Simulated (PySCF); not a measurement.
## A study: Br4Hf, SMILES `Br[Hf](Br)(Br)Br`

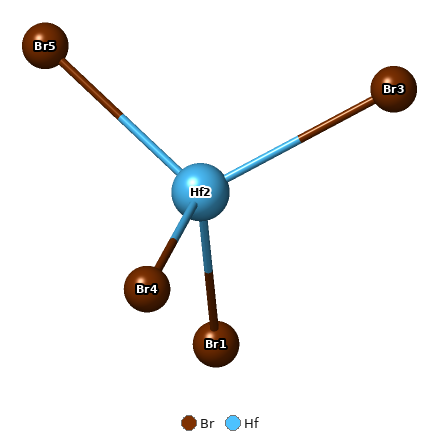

The molecule, with its atoms numbered as below. No frequency check shows the geometry to be a minimum.

Geometry (Å), atoms numbered from 1:

```
Br1      1.4392   -1.0292   -1.7548
Hf2     -0.0001   -0.0005   -0.0001
Br3      1.4393    1.0296    1.7550
Br4     -1.4392   -1.7550    1.0292
Br5     -1.4391    1.7556   -1.0291
```

## 1. Bonding charge

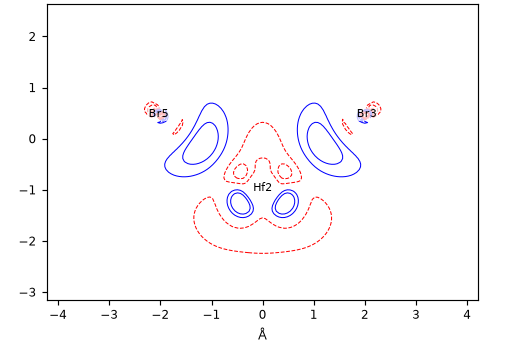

Deformation density (molecule less spherical, spin-averaged free atoms) in the plane of Hf2, Br3 and Br5; contours at ±0.05 to ±0.8 e/Å³; solid blue lines: gain, dashed red lines: loss.

PySCF calculation, PBE/def2-TZVP, gas phase; geometry: GFN2-xTB. Core potentials replace the inner electrons of Hf; spin–orbit coupling isn't included. This is a single-reference result, which may miss multireference character in this system.

How much density has each bond in this plane gained at its critical point, relative to the free atoms?

Answer. Hf2–Br3 and Hf2–Br5: +0.09 e/Å³ at the bond critical point (bond length 2.49 Å, Mayer order 1.2). In all, 1.0 electrons gather in the regions of gain relative to the promolecule. A small or negative value marks a very polar bond, one between electron-rich atoms, whose free-atom densities already overlap strongly, a long bond to a heavier atom, or a closed-shell contact such as a hydrogen bond.

Where do the Hirshfeld charges lie?

Answer. The highest Hirshfeld charge is on Hf2 (+0.48 e), the lowest on Br1, Br3, Br4 and Br5 (−0.12 e).

```json
{"atom": "Br1", "charge (e)": "−0.12"}
{"atom": "Hf2", "charge (e)": "+0.48"}
{"atom": "Br3", "charge (e)": "−0.12"}
{"atom": "Br4", "charge (e)": "−0.12"}
{"atom": "Br5", "charge (e)": "−0.12"}
```

## 2. Bond critical points

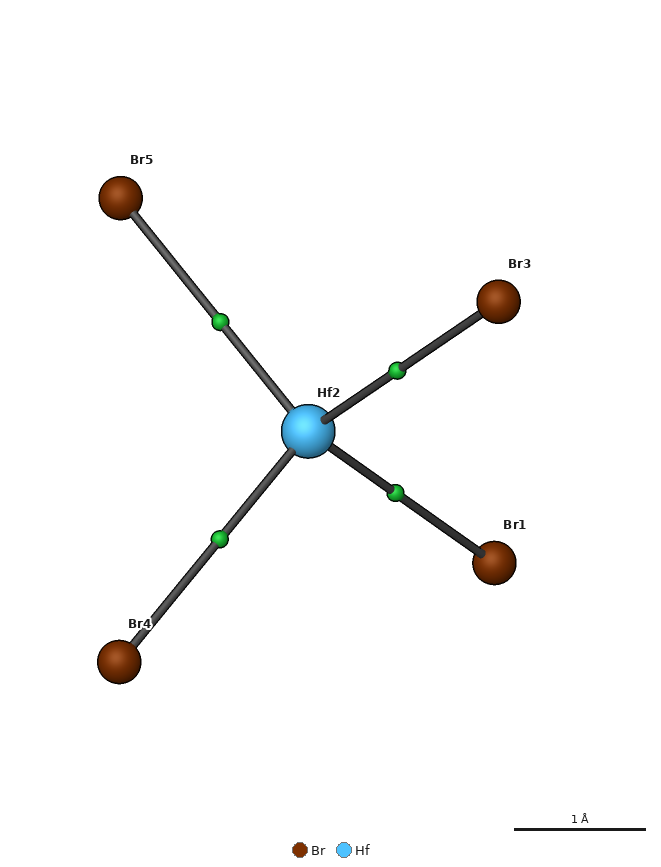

Molecular graph of the electron density (QTAIM): bond paths, bond critical points (green), ring points (magenta, if any); weak paths are dashed.

How many critical points of each kind are there, and does the count close?

Answer. 5 nuclei, 4 bond, 0 ring and 0 cage critical points: 5 − 4 + 0 − 0 = 1, as the Poincaré–Hopf relation requires.

Tabulate density, Laplacian, ellipticity and energy density at the bond critical points (atomic units).

Answer.
| bond | length (Å) | ρ (a.u.) | ∇²ρ (a.u.) | ε | H (a.u.) |
| --- | --- | --- | --- | --- | --- |
| Br1–Hf2 (4 alike) | 2.492 | 0.078 | +0.14 | 0.00 | −0.023 |

What kind of interaction is Br1–Hf2?

Answer. Polar or intermediate (positive Laplacian, negative energy density H): ρ = 0.078, ∇²ρ = +0.14, H = −0.023 a.u.

## 3. Local ionisation energy

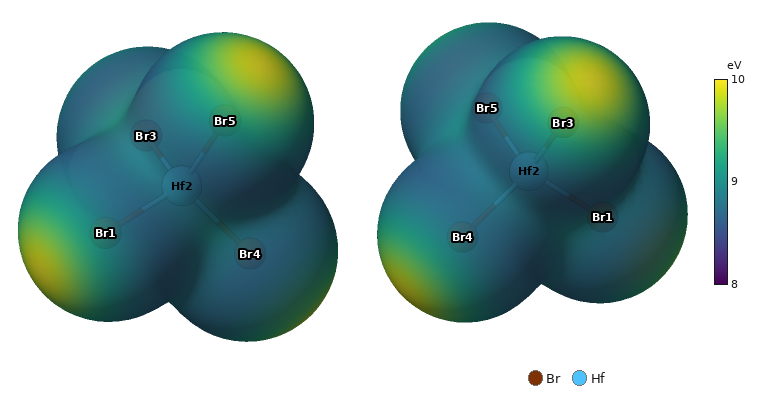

Average local ionisation energy on the surface of electron density 0.001 a.u. (back view left, front view right).

Locate the minima of the map.

Answer. The lowest value is 8.7 eV, 2.3 Å from Br3, and at like points elsewhere. For comparison, the highest occupied orbital lies at −7.7 eV.

## 4. In an electric field

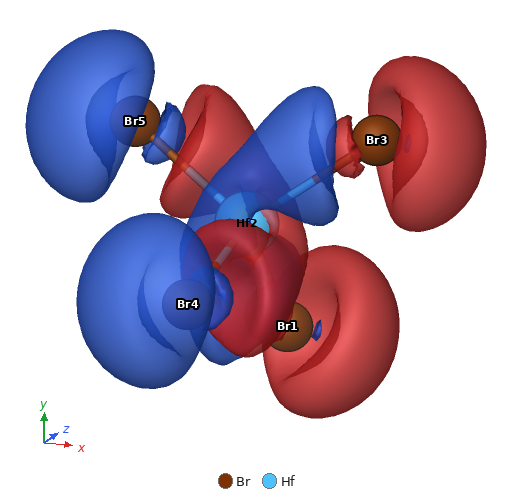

Change of the electron density in a uniform field of 0.21 V/Å, surfaces at ±0.0015 e/Å³ (red: gain, blue: loss).

Level of theory: PBE/def2-TZVP (PySCF), at a geometry from GFN2-xTB. Core potentials replace the inner electrons of Hf; spin–orbit coupling isn't included. This is a single-reference result, which may miss multireference character in this system. A basis without diffuse functions makes polarisabilities too small.

The field was applied in both directions; the picture shows the one opposite to the script's first.

Along which Cartesian direction does the field point?

Answer. Along −x: electrons gather on the +x side, against the field.

What dipole is induced, and what polarisability does it imply?

Answer. The induced dipole is 1.29 D (along the field); α along this axis, from the fields in both directions, is 127 bohr³ (18.8 Å³).

The PySCF runs shown took 110 s and 4.8 min on 1 thread of Arm Neoverse N1, with other jobs on the host.
